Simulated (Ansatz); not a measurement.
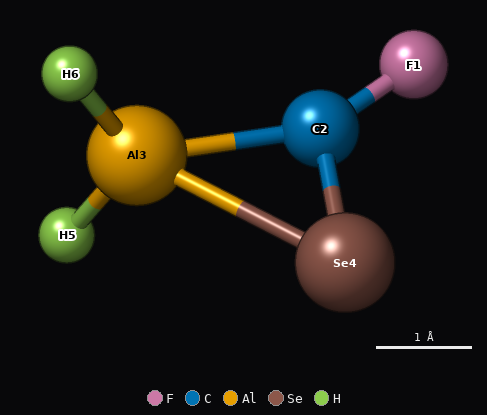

The structure (ball-and-stick view, seen at a tilt; atoms are numbered from 1 in the order of the input). Sticks mark near contacts. Bond lengths as drawn: Al–C 1.97 Å, Al–H 1.58 Å, Al–Se 2.60 Å, C–F 1.30 Å and C–Se 1.79 Å.

**Single-point calculation, with input and output: CH₂AlFSe**

CH₂AlFSe, computed with RHF/cc-pVDZ (Ansatz 0.2.0).

Some settings of this run were made unusual or wrong on purpose. The geometry comes from this level: PBE0-D4/def2-TZVP.

### Input file
```yaml
crystal:
  periodic: [false, false, false]
  atoms:
    - {symbol: F, position_ang: [0.189361, -2.313209, 0.101720]}
    - {symbol: C, position_ang: [-0.117437, -1.056066, -0.053604]}
    - {symbol: Al, position_ang: [0.350038, 0.844700, 0.140389]}
    - {symbol: Se, position_ang: [-1.665154, -0.524914, -0.770936]}
    - {symbol: H, position_ang: [1.229692, 1.479203, -1.008451]}
    - {symbol: H, position_ang: [0.055599, 1.506285, 1.544684]}
basis:
  gaussian: {orbitals: cc-pVDZ}
hamiltonian: {xc: {name: HF}}
correlation: {active_space: {window: {electrons: 2, orbitals: 1}}}
```

Command:
```bash
ansatz run in.yaml --threads 2 --pin off --events-out ev --progress --plain --max-ram 4352MiB
```

### Log
```
Functional definition: HF
  name "HF"
  cite "Fock, Z. Phys. 61, 126 (1930) doi:10.1007/BF01340294"
  parent pbe
  exchange = exact_x
  correlation = 0
852 factors; integrals over basis functions are off by at most 8.5e-4 eV
mean field evaluation 1: about -75650.3181 eV, gradient 2.1e1 eV
mean field evaluation 2: about -75650.3680 eV, gradient 2.1e1 eV
mean field evaluation 4: about -75651.8014 eV, gradient 3.3e0 eV
mean field evaluation 8: about -75651.8603 eV, gradient 1.6e-1 eV
mean field -75651.86063219 eV, -2780.1545995602 hartree, gradient 2.4e-6 eV, S^2 0.000000; 0 other end points of the search recorded, 0 dependent functions left out
reference -75651.86063219 eV, -2780.1545995602 hartree; 32, 32 occupied and 51, 51 virtual orbitals, 852 factors
state -75651.86063219 eV, -2780.1545995602 hartree
Total energy: -75651.86063219 eV, -2780.1545995602 hartree
```

### Outcome

- outcome: converged
- total energy: −75651.8606 eV
- SCF solution under orbital rotations: stable
- hardware: 2 threads of Arm Neoverse V2, 23 GiB of memory available, shared host
- wall time: 1.4 s (CPU time 2.5 s)
- peak memory: 0.36 GiB

### Diagnosis

A setting was made wrong on purpose: the active space doesn't fit the electrons and spin. The run converged all the same; its numbers are those of the faulty input and shouldn't be used.
